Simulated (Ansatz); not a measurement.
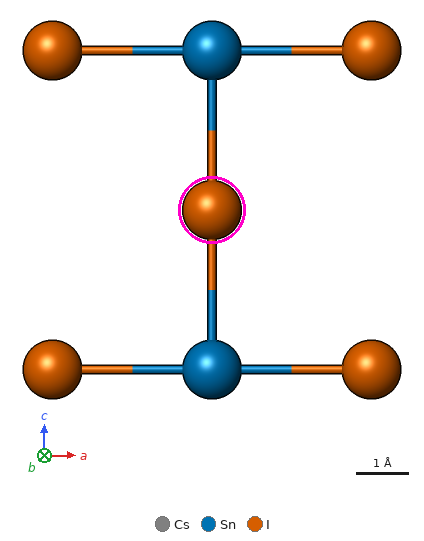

Perfect CsSnI$_{3}$. A ball-and-stick model of the atoms within 4.6 Å of one point, in a slice 5.0 Å thick across the line of sight, seen along the b axis.

Method: Ansatz, DFT, PBEsol, PAW, plane waves. (plane-wave cutoff 420 eV; k-point mesh 1 × 1 × 1; mesh shifted by (0.25, 0.25, 0.25); collinear spin) Fermi-Dirac smearing of 0.01 eV. A uniform background neutralises the charged cell. The axes drawn are those of the host's conventional cell.

An iodine atom is replaced by antimony at the ringed place, in charge state −1. The supercell has 40 sites, and the atoms are relaxed at the host's cell.

Q: How do the neighbours respond?

A: In the host the I atom has 2 Sn at 3.08 Å; the Sb atom ends with 2 Sn at 2.88 to 2.92 Å. Of the host's atoms, a caesium atom moves furthest from its site, by 0.75 Å. The Sb atom itself moves 0.77 Å from where it was put. The cell's net moment is 1.00 μB.

The relaxed defect, seen from the same direction:

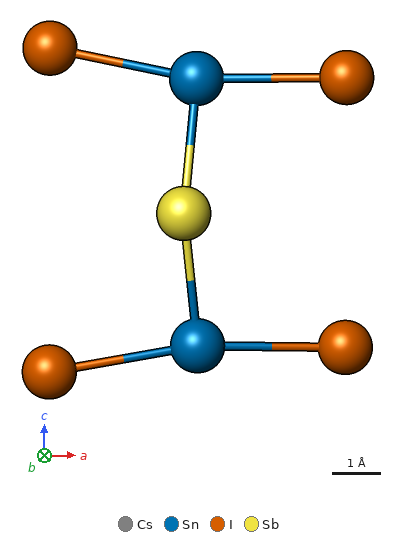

Limits of the set-up: the cell is charged, on a uniform background, and energies carry no finite-size correction.
